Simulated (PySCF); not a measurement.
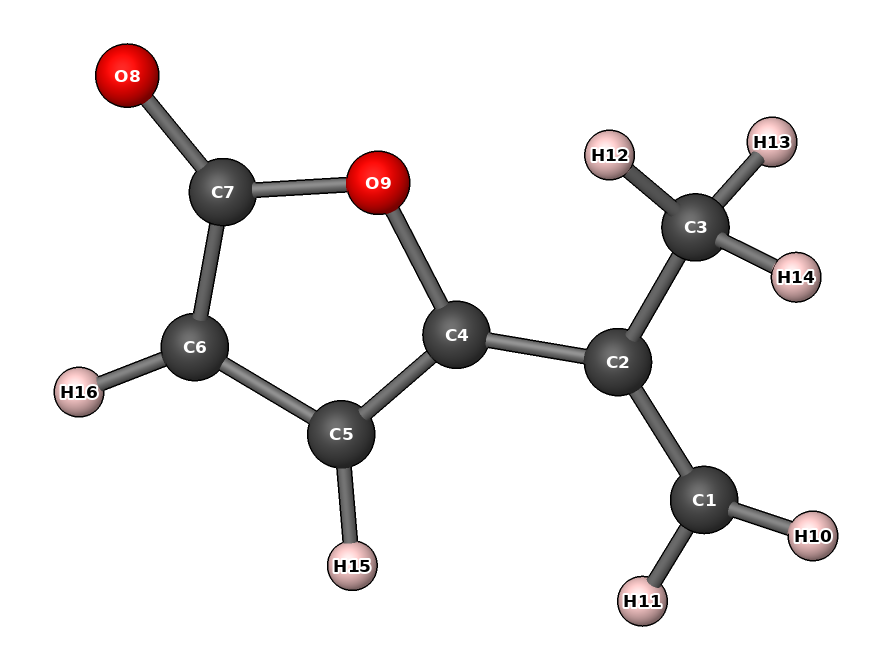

The questions are on isotropic NMR shieldings of the C atoms. The species has charge −1 and is a spin singlet. Geometry: a frame of a GFN2-xTB molecular-dynamics simulation, not a minimum. Method: GIAO PBE0/pcSseg-1 NMR shielding, non-relativistic, gas phase (PySCF 2.14.0).

List the isotropic NMR shieldings of the C atoms.

```csv
atom,σ (ppm)
C1,115.8
C2,49.1
C3,168.4
C4,48.5
C5,59.1
C6,96.1
C7,8.1
```
